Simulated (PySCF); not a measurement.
C4H10GeO3

The calculation's input:

```
{"job": {"kind": "uv", "xc": "B3LYP", "basis": "def2-SVPD", "dynamic": true, "nstates": 6, "ntriplets": 0}, "charge": 0, "multiplicity": 1}
Ge     2.690229     0.848964    -0.179542
O      1.175622     0.066917    -0.754176
C      0.586477    -0.899640     0.056016
C     -0.736864    -1.322337    -0.567668
C     -1.755006    -0.210541    -0.388687
O     -1.835924     0.143053     0.975236
C     -0.608856     0.570966     1.450050
O      0.382924    -0.420298     1.367046
H      2.362957     1.952690     0.840057
H      3.297971     1.443223    -1.456551
H      3.587010    -0.238455     0.440184
H      1.258503    -1.768801     0.184357
H     -0.579932    -1.558405    -1.630122
H     -1.089730    -2.229171    -0.052932
H     -2.760207    -0.525228    -0.702332
H     -1.462990     0.670321    -0.993779
H     -0.723354     0.808309     2.515868
H     -0.278985     1.475063     0.894745
```

Command:

```sh
OMP_NUM_THREADS=1 python probes_run.py task.json out
```

Geometry: PBE0-D3(BJ)/def2-SVP.

The calculation used B3LYP/def2-SVPD, SCF density, gas phase (PySCF 2.14.0).

What will maps of the electron density and electron localisation function show?

Answer. C–O (1.38 Å): ρ is about 2.2 e/Å³ halfway, with its minimum of 1.9 e/Å³ about 0.5 Å from C; the ELF peaks at about 0.90 between the atoms; a shared but strongly polarised pair.
C–H (1.10 Å): ρ is about 2.1 e/Å³ halfway; the ELF climbs to about 1 towards the hydrogen, as it does in any bond to H; an ordinary covalent bond to hydrogen.

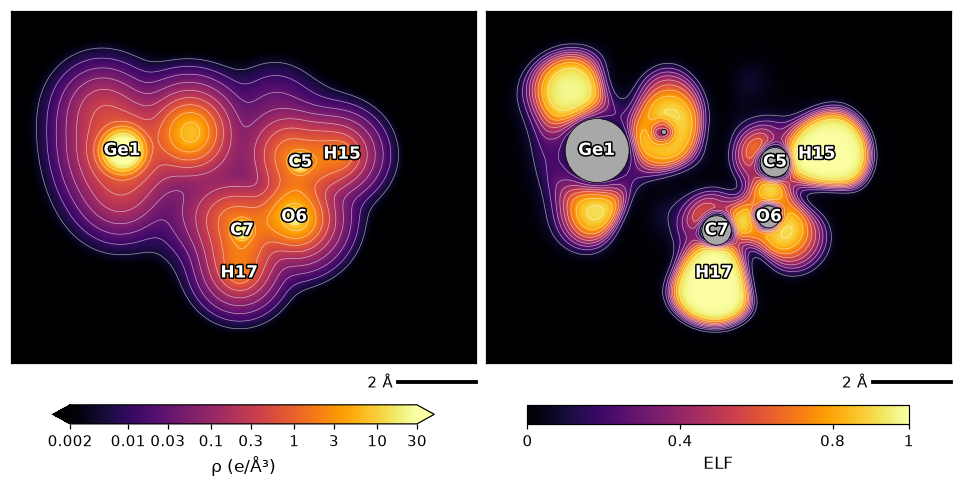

Computed electron density and electron localisation function on the plane of atoms O6, C5 and H15, in this order. Grey discs cover the atomic cores in the ELF map. 
